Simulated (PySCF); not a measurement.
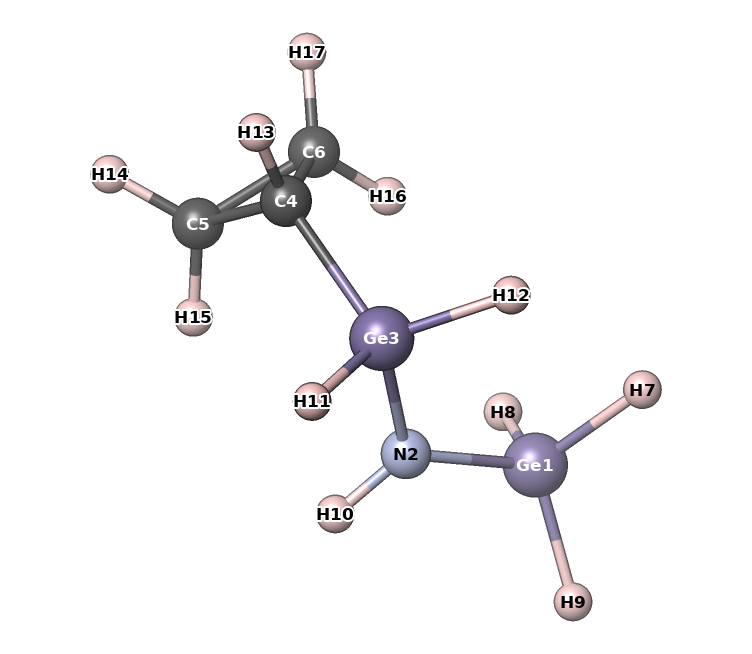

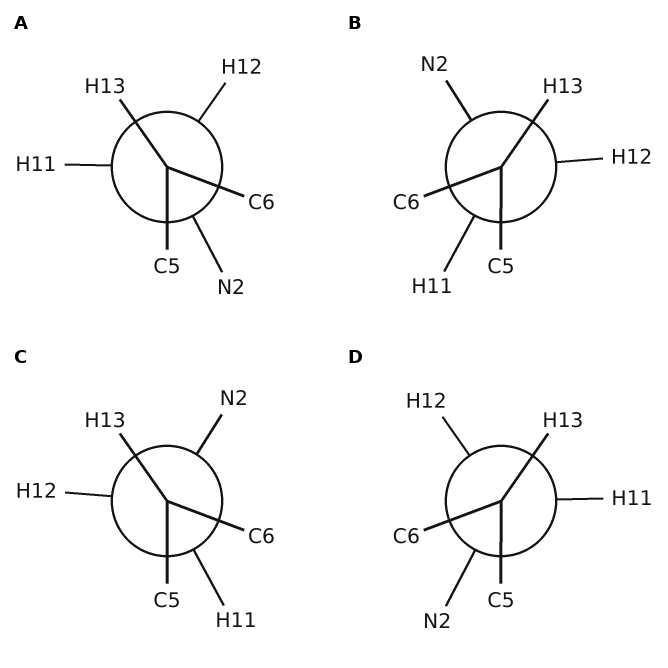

Depth is shown by fading: the farther an atom, the more it takes the colour of the background. Bonds that would overlap in a projection are set slightly apart. The geometry was computed by an optimisation with PBE0-D3(BJ)/def2-SVP. No frequency run is at hand to confirm it as a minimum.

Question: Which Newman projection shows the view along C4–Ge3, with C4 in front?

Answer: D. The torsion angle C5–C4–Ge3–N2 is 28°, synperiplanar.
